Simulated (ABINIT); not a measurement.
# Te2Mo (P6_3/mmc): G0W0 with ABINIT, start to end

Wanted: ground state, empty states, screening and self-energy for Te2Mo (P6_3/mmc).

Method: PBE and many-body steps on it, plane waves, in ABINIT 10.8.3.

**Experimental background.**

- Gap 0.96 ± 0.02 eV: smallest (indirect) quasiparticle gap from STS band onsets; scanning tunneling spectroscopy; 77 K; bulk crystal (um-thick flakes cleaved in ultrahigh vacuum) (“Surface transport and band gap structure of exfoliated 2H-MoTe2 crystals”, 2014, arxiv:1407.1219).

- Gap 0.83 ± 0.05 eV: smallest (indirect) gap from electron and hole threshold voltage difference; ionic-liquid gated field-effect transistor; 270 K; film (exfoliated flakes 20-40 nm thick on SiO2/Si) (“Surface transport and band gap structure of exfoliated 2H-MoTe2 crystals”, 2014, arxiv:1407.1219).

- Gap 1.06 eV: direct gap at K (A transition); photoreflectance; 295 K; bulk crystal (commercial Bridgman-grown bulk crystal) (“Photoacoustic and modulated reflectance studies of indirect and direct band gap in van der Waals crystals”, 2017, pmc:5684221).

- Gap 1.03 eV: direct optical gap (A exciton hot luminescence) from PL; photoluminescence; 300 K; bulk crystal (thick exfoliated flake, about 50 layers or more) (“Direct versus indirect band gap emission and exciton-exciton annihilation in atomically thin molybdenum ditelluride (MoTe2)”, 2016, arxiv:1602.03071).

- Gap 0.94 eV: indirect optical gap from PL (phonon-assisted emission peak); photoluminescence; 300 K; bulk crystal (thick exfoliated flake, about 50 layers or more) (“Direct versus indirect band gap emission and exciton-exciton annihilation in atomically thin molybdenum ditelluride (MoTe2)”, 2016, arxiv:1602.03071).

This is a selection; 1 further report is not listed.

### Step 1. The structure

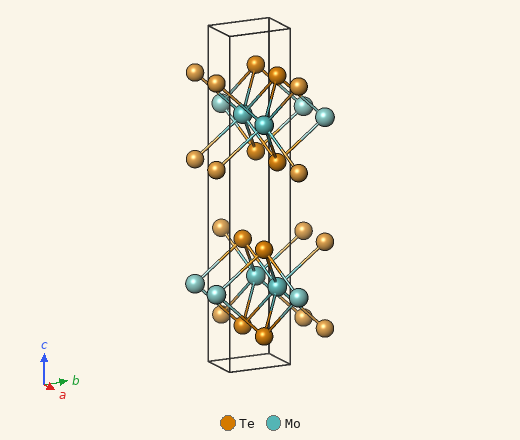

The starting structure, seen slightly off an axis (tellurium orange, molybdenum teal). 2×1×1 cells are drawn. Some periodic images of atoms are drawn too.

The cell and positions come from the Crystallography Open Database and are kept as given unless a step says otherwise. Spin-orbit coupling is left out unless a step names it.

### Step 2. Ground state

This step: ABINIT 10.8.3; DFT, PBE, plane waves, norm-conserving pseudopotentials.

The ground-state density comes first.

File run.abi:

```
acell 3*1.0 Angstrom
rprim 
  3.518200000003 -0.000000000001 0.000000000000
  -1.759100000001 3.046850575598 0.000000000000
  0.000000000000 0.000000000000 13.973600000000
ntypat 2
znucl 52 42
natom 6
typat 1 1 1 1 2 2
xred 
  0.333333333333 0.666666666667 0.621000000000
  0.666666666667 0.333333333333 0.121000000000
  0.333333333333 0.666666666667 0.879000000000
  0.666666666667 0.333333333333 0.379000000000
  0.333333333333 0.666666666667 0.250000000000
  0.666666666667 0.333333333333 0.750000000000
pp_dirpath "pseudos"
pseudos "Te.upf, Mo.upf"
ecut 39
ngkpt 6 6 1
nshiftk 1
shiftk 0 0 0
kptopt 1
chksymbreak 0
nband 69
occopt 1
tolvrs 1e-08
nstep 60
prtwf 0
optforces 0
optstress 0
indata_prefix "in"
outdata_prefix "out"
tmpdata_prefix "tmp"
```

Run with:

```console
> OMP_NUM_THREADS=1 mpirun -n 4 abinit run.abi > log
```

Numbers of over 12 decimals in the logs are rounded to 6 here.

The log of the run:

```text
.Version 10.8.3 of ABINIT. v10.8.2 released Aug 2026.

 Symmetries : space group P6_3/m m c (#194); Bravais hP (primitive hexag.)
================================================================================
 Values of the parameters that define the memory need of the present run
     intxc =       0    ionmov =       0      iscf =       7    lmnmax =       8
     lnmax =       8     mgfft =     150  mpssoang =       4    mqgrid =    7424
     natom =       6  nloc_mem =       1    nspden =       1   nspinor =       1
    nsppol =       1      nsym =      24    n1xccc =    2501    ntypat =       2
    occopt =       1   xclevel =       2
-    mband =          69        mffmem =           1         mkmem =           2
       mpw =       11774          nfft =      240000          nkpt =           7
================================================================================
  Rough estimation (10% accuracy) of disk space for files :
================================================================================

--------------------------------------------------------------------------------
------------- Echo of variables that govern the present computation ------------
--------------------------------------------------------------------------------
 -outvars: echo values of preprocessed input variables --------
            acell      1.8897261259E+00  1.8897261259E+00  1.8897261259E+00 Bohr

      chksymbreak           0
             ecut      3.90000000E+01 Hartree
-          fftalg         312

              ixc     -101130
              kpt      0.00000000E+00  0.00000000E+00  0.00000000E+00
                       1.66666667E-01  0.00000000E+00  0.00000000E+00
                       3.33333333E-01  0.00000000E+00  0.00000000E+00
                       5.00000000E-01  0.00000000E+00  0.00000000E+00
                       1.66666667E-01  1.66666667E-01  0.00000000E+00
                       3.33333333E-01  1.66666667E-01  0.00000000E+00
                       3.33333333E-01  3.33333333E-01  0.00000000E+00
         kptrlatt        6    0    0      0    6    0      0    0    1
          kptrlen      2.64062770E+01
P           mkmem           2
            natom           6
            nband          69
            ngfft          40      40     150
             nkpt           7
            nstep          60
             nsym          24
           ntypat           2
              occ      2.000000  2.000000  2.000000  2.000000  2.000000  2.000000
                       2.000000  2.000000  2.000000  2.000000  2.000000  2.000000
                       2.000000  2.000000  2.000000  2.000000  2.000000  2.000000
                       2.000000  2.000000  2.000000  2.000000  2.000000  2.000000
                       2.000000  2.000000  2.000000  2.000000  2.000000  2.000000
                       2.000000  2.000000  2.000000  2.000000  2.000000  2.000000
                       2.000000  2.000000  2.000000  2.000000  2.000000  2.000000
                       2.000000  2.000000  2.000000  2.000000  2.000000  2.000000
                       2.000000  2.000000  2.000000  2.000000  2.000000  2.000000
                       2.000000  2.000000  2.000000  2.000000  2.000000  2.000000
                       2.000000  2.000000  0.000000  0.000000  0.000000  0.000000
                       0.000000  0.000000  0.000000
        optforces           0
        optstress           0
            prtwf           0
            rprim      3.5182000000E+00 -1.0000000000E-12  0.0000000000E+00
                      -1.7591000000E+00  3.0468505756E+00  0.0000000000E+00
                       0.0000000000E+00  0.0000000000E+00  1.3973600000E+01
          spgroup         194

           tolvrs      1.00000000E-08

             xred      3.3333333333E-01  6.6666666667E-01  6.2100000000E-01
                       6.6666666667E-01  3.3333333333E-01  1.2100000000E-01
[...]
znucl       52.00000   42.00000

================================================================================

 chkinp: Checking input parameters for consistency.

================================================================================
== DATASET  1 ==================================================================
-   mpi_nproc: 4, omp_nthreads: 1 (-1 if OMP is not activated)

--- !DatasetInfo
iteration_state: {dtset: 1, }
dimensions: {natom: 6, nkpt: 7, mband: 69, nsppol: 1, nspinor: 1, nspden: 1, mpw: 11774, }
cutoff_energies: {ecut:  39.0, pawecutdg:  -1.0, }
electrons: {nelect:   1.24000000E+02, charge:   0.00000000E+00, occopt:   1.00000000E+00, tsmear:   1.00000000E-02, }

 Real(R)+Recip(G) space primitive vectors, cartesian coordinates (Bohr,Bohr^-1):
 R(1)=  6.6484345  0.0000000  0.0000000  G(1)=  0.1504113  0.0868400  0.0000000
 R(2)= -3.3242172  5.7577131  0.0000000  G(2)=  0.0000000  0.1736801  0.0000000
 R(3)=  0.0000000  0.0000000 26.4062770  G(3)=  0.0000000  0.0000000  0.0378698
 Unit cell volume ucvol=  1.0108264E+03 bohr^3
 Angles (23,13,12)=  9.00000000E+01  9.00000000E+01  1.20000000E+02 degrees

 getcut: wavevector=  0.0000  0.0000  0.0000  ngfft=  40  40 150
         ecut(hartree)=     39.000   => boxcut(ratio)=   2.02063

--- Pseudopotential description ------------------------------------------------
- Te Generated using ONCVPSP code by D. R. Hamann
[...]
--- l  ekb(1:nproj) -->
[...]
pspatm: atomic psp has been read  and splines computed

- Mo Generated using ONCVPSP code by D. R. Hamann
- 42.00000  14.00000  171031                  znucl, zion, pspdat
12 -101130 2 -1 1640                          pspcod,pspxc,lmax,lloc,mmax
     nproj     2     2     2     0
  pspatm : epsatm=   15.95693798
         --- l  ekb(1:nproj) -->
[...]
pspatm: atomic psp has been read  and splines computed

   1.82892178E+04                                ecore*ucvol(ha*bohr**3)
--------------------------------------------------------------------------------

_setup2: Arith. and geom. avg. npw (full set) are   11752.417   11752.405

================================================================================

--- !BeginCycle
iteration_state: {dtset: 1, }
solver: {iscf: 7, nstep: 60, nline: 4, wfoptalg: 0, }
tolerances: {tolvrs: 1.00E-08, }

     iter   Etot(hartree)      deltaE(h)  residm     vres2
 ETOT  1  -1259.9414146611    -1.260E+03 7.472E-01 2.161E+03
 ETOT  2  -1259.8940950935     4.732E-02 1.923E-02 4.018E+04
 ETOT  3  -1262.4960175785    -2.602E+00 1.275E-02 1.054E+03
 ETOT  4  -1262.5523025868    -5.629E-02 2.653E-03 5.098E+01
 ETOT  5  -1262.5547136364    -2.411E-03 4.047E-04 8.005E-01
 ETOT  6  -1262.5547850889    -7.145E-05 8.110E-04 2.149E-01
 ETOT  7  -1262.5547846982     3.907E-07 2.200E-04 1.599E-01
 ETOT  8  -1262.5547922402    -7.542E-06 2.013E-04 6.059E-04
 ETOT  9  -1262.5547922565    -1.626E-08 1.022E-04 3.243E-04
 ETOT 10  -1262.5547922690    -1.253E-08 6.778E-05 6.855E-07
 ETOT 11  -1262.5547922691    -8.913E-11 3.945E-05 1.427E-07
 ETOT 12  -1262.5547922691    -6.821E-12 2.535E-05 1.492E-09

 At SCF step   12       vres2   =  1.49E-09 < tolvrs=  1.00E-08 =>converged.

--- !ResultsGS
iteration_state: {dtset: 1, }
comment   : Summary of ground state results
lattice_vectors:
- [  6.6484345,  -0.0000000,   0.0000000, ]
- [ -3.3242172,   5.7577131,   0.0000000, ]
- [  0.0000000,   0.0000000,  26.4062770, ]
lattice_lengths: [   6.64843,    6.64843,   26.40628, ]
lattice_angles: [ 90.000,  90.000, 120.000, ] # degrees, (23, 13, 12)
lattice_volume:   1.0108264E+03
convergence: {deltae: -6.821E-12, res2:  1.492E-09, residm:  2.535E-05, diffor:  0.000E+00, }
etotal    :  -1.26255479E+03
entropy   :   0.00000000E+00
fermie    :   3.64950872E-01
cartesian_stress_tensor: null
pressure_GPa: null
xred      :
- [  3.3333E-01,   6.6667E-01,   6.2100E-01, Te]
- [  6.6667E-01,   3.3333E-01,   1.2100E-01, Te]
- [  3.3333E-01,   6.6667E-01,   8.7900E-01, Te]
- [  6.6667E-01,   3.3333E-01,   3.7900E-01, Te]
- [  3.3333E-01,   6.6667E-01,   2.5000E-01, Mo]
- [  6.6667E-01,   3.3333E-01,   7.5000E-01, Mo]
cartesian_forces: null
force_length_stats: {min: null, max: null, mean: null, }

 Integrated electronic density in atomic spheres:
 ------------------------------------------------
 Atom  Sphere_radius  Integrated_density
[...]
================================================================================

 ----iterations are completed or convergence reached----

 Mean square residual over all n,k,spin=   17.940E-08; max=  25.348E-06
 reduced coordinates (array xred) for    6 atoms
[...]
0.666666666667      0.333333333333      0.121000000000
       0.333333333333      0.666666666667      0.879000000000
       0.666666666667      0.333333333333      0.379000000000
       0.333333333333      0.666666666667      0.250000000000
       0.666666666667      0.333333333333      0.750000000000
 rms dE/dt=  0.0000E+00; max dE/dt=  0.0000E+00; dE/dt below (all hartree)
    1       0.000000000000      0.000000000000      0.000000000000
    2       0.000000000000      0.000000000000      0.000000000000
    3       0.000000000000      0.000000000000      0.000000000000
    4       0.000000000000      0.000000000000      0.000000000000
    5       0.000000000000      0.000000000000      0.000000000000
    6       0.000000000000      0.000000000000      0.000000000000

 cartesian coordinates (angstrom) at end:
    1      3.3e-13     2.031234     8.677606
    2      1.759100     1.015617     1.690806
    3      3.3e-13     2.031234    12.282794
    4      1.759100     1.015617     5.295994
    5      3.3e-13     2.031234     3.493400
    6      1.759100     1.015617    10.480200
 length scales=  1.889726125908  1.889726125908  1.889726125908 bohr
              =  1.000000000000  1.000000000000  1.000000000000 angstroms
 prteigrs : about to open file out_EIG
 Fermi (or HOMO) energy (hartree) =   0.36495   Average Vxc (hartree)=  -0.40661
 Eigenvalues (hartree) for nkpt=   7  k points:
 kpt#   1, nband= 69, wtk=  0.02778, kpt=  0.0000  0.0000  0.0000 (reduced coord)
  -5.49383   -5.49382   -5.49382   -5.49382   -3.65755   -3.65755   -3.65755   -3.65755
  -3.65755   -3.65755   -3.65755   -3.65755   -3.65516   -3.65516   -3.65516   -3.65516
  -1.87049   -1.87049   -0.98423   -0.98423   -0.98402   -0.98402   -0.98367   -0.98367
  -0.98364   -0.98364   -0.98181   -0.98181   -0.98178   -0.98178   -0.98146   -0.98146
  -0.98141   -0.98141   -0.98138   -0.98113   -0.98078   -0.98077   -0.92112   -0.92112
  -0.91553   -0.91553   -0.91553   -0.91553   -0.11413   -0.10224   -0.08278   -0.06418
   0.14853    0.19631    0.25077    0.29785    0.29785    0.29842    0.29842    0.32641
   0.32650    0.32650    0.32780    0.32780    0.35298    0.36495    0.47176    0.47178
   0.47665    0.47674    0.47992    0.47992    0.48929
 prteigrs : prtvol=0 or 1, do not print more k-points.

--- !EnergyTerms
iteration_state     : {dtset: 1, }
comment             : Components of total free energy in Hartree
kinetic             :  4.23425889972339E+02
hartree             :  4.10747064915165E+02
xc                  : -1.65393466005591E+02
Ewald energy        : -6.60611993838795E+02
psp_core            :  1.80933316097207E+01
local_psp           : -1.24891225910004E+03
non_local_psp       : -3.99033598219118E+01
total_energy        : -1.26255479226911E+03
total_energy_eV     : -3.43558661091491E+04
band_energy         : -1.82372114899797E+02

== END DATASET(S) ==============================================================
================================================================================

 -outvars: echo values of variables after computation  --------
           etotal     -1.2625547923E+03
            nband          69
             nkpt           7
          spgroup         194
 [... the other variables as echoed above ...]

 Calculation completed.
```

It took 96 s on 4 MPI ranks of Arm Neoverse V2, shared host; peak memory 0.57 GiB; 6.4 min of CPU time.

Numbers from this step:

* total energy: -34355.8661 eV
* gap: 0.8286 eV
* k of the valence top: 0, 0, 0
* k of the conduction bottom: 0.1667, 0.1667, 0
* least direct gap: 1.039 eV

The gap is indirect, with the least direct gap 0.21 eV higher.

[end of part 1 of 3]

[Paths, hosts, dates, memory and timing lines, banners, echoed tables and standing remarks are left out of the program output.]

[Logs are printed without paths, hosts, clocks, repeated set-up lines and the standing remarks that a program may print on its own settings, such as how far it seeks lower states.]

[Runs of the session that timed out or met a known fault of the program may be left out.]

[Hosts, paths, dates, database ids (printed as entryN), source tags and the programs' standing remarks are cut or masked in the printed files.]

[G0W0 gaps are taken among the corrected bands and points alone; a level outside them can change the order at an edge.]

[Where Ansatz stands beside ABINIT at settings called matched, ABINIT's density can come from a denser mesh and the files from another edition; pairs whose starting gaps differed by over 0.03 eV were left out, so agreement reads better than it is.]
